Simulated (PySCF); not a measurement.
# H4O4W (W(O)2(H2O)22+): the cost of one run

Method: r2SCAN, W def2-SVP with ECP60, O def2-SVP, H def2-SVP; scalar-relativistic core potentials, no spin–orbit coupling; program: PySCF 2.14.0.

4 further runs of the same task are left out: 2 for a known fault of the program, 1 that didn't finish, 1 set aside as unsound or not needed.

## Step 1: The starting structure

9 atoms, charge 2, spin multiplicity 1.

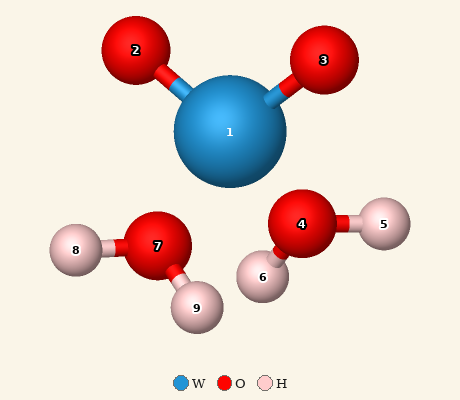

The starting geometry (tungsten blue, oxygen red, hydrogen pink); atoms are numbered from 1 in the order of the file.

Coordinates:

```xyz
9

W     0.00000    0.00000    0.00000
O     0.87160    0.87160    0.87160
O    -0.87160   -0.87160    0.87160
O     1.17780   -1.17780   -1.17780
H     1.20410   -2.14710   -1.20410
H     1.83280   -0.88970   -1.83280
O    -1.17780    1.17780   -1.17780
H    -1.20410    2.14710   -1.20410
H    -1.83280    0.88970   -1.83280
```

Formal oxidation states: W +6.

## Step 2: SCF at the start, singlet

The input, run.py (the lines that set the calculation):

```python
mol = gto.M(atom='''
W      0.00000     0.00000     0.00000
O      0.87160     0.87160     0.87160
O     -0.87160    -0.87160     0.87160
O      1.17780    -1.17780    -1.17780
H      1.20410    -2.14710    -1.20410
H      1.83280    -0.88970    -1.83280
O     -1.17780     1.17780    -1.17780
H     -1.20410     2.14710    -1.20410
H     -1.83280     0.88970    -1.83280''',
    basis={'W': 'def2-SVP', 'O': 'def2-SVP', 'H': 'def2-SVP'},
    ecp={'W': 'def2-SVP'},
    charge=2, spin=0)
mf = dft.RKS(mol, xc='R2SCAN')
mf.grids.atom_grid = (50, 194)
mf = mf.density_fit()  # fitting sets: W def2-universal-JKFIT, O def2-universal-JKFIT, H def2-universal-JKFIT
mf.conv_tol = 1e-08; mf.max_cycle = 55
mf.kernel(dm0)  # dm0: free metal ions and neutral atoms
```

Started as:

```sh
$ OMP_NUM_THREADS=2 python run.py
```

What time and memory should one allow on 2 threads of Arm Neoverse V1, shared host?

About 5.3 s, with a peak of 0.63 GiB.
